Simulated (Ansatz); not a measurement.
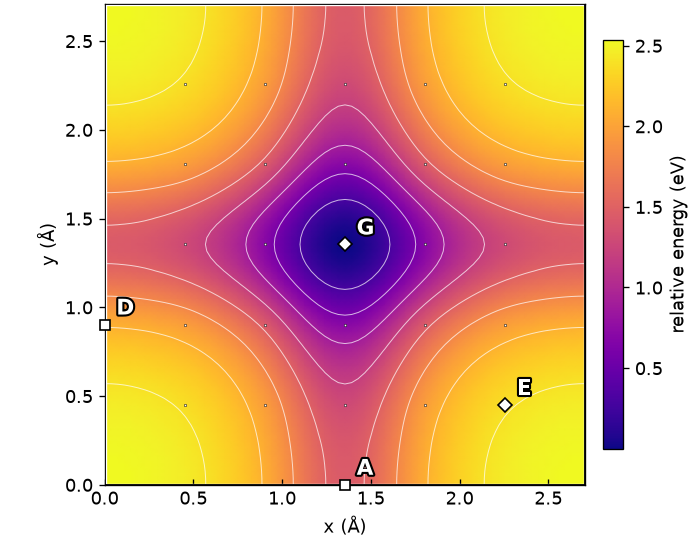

C on a Rh(100) slab cut from the Fm-3m phase, its upper half relaxed before the scan (12 atoms of substrate and one adsorbate in a 2 × 2 cell). 
- C is moved over the surface cell; relaxed at each place: the height of the adsorbate's atoms; substrate rigid; the origin of the map has the adsorbate above Rh9.
- Places are given modulo a cell vector. The map is drawn in real space over the plane of the surface.
- The grid has 6 × 6 points; 10 points were computed and 26 follow by symmetry.
- Places are given in fractions of the 1 × 1 surface cell.
- All energies are given in eV relative to the lowest grid point.
- Level of theory: DFT PBE, scalar-relativistic, plane waves, PAW in Ansatz. Settings: cutoff 420 eV, k-mesh 5×5×1, gaussian smearing 0.1 eV, no spin polarisation.

The picture shows a smooth colour map with a few white contour lines, dots at the grid points, the outline of one cell of the plane, lettered points. Between grid points the surface is interpolated.

What kind of point is each of A, G: minimum, saddle, maximum or slope?

Answer. A: saddle point; G: minimum. (In these two coordinates alone; a stationary point may lie a little off the grid point.)

Rank the lettered points by energy, lowest first.

Answer. G (0.00 eV), A (1.44 eV), D (2.08 eV), E (2.38 eV).

PAW datasets: the set soft_1.
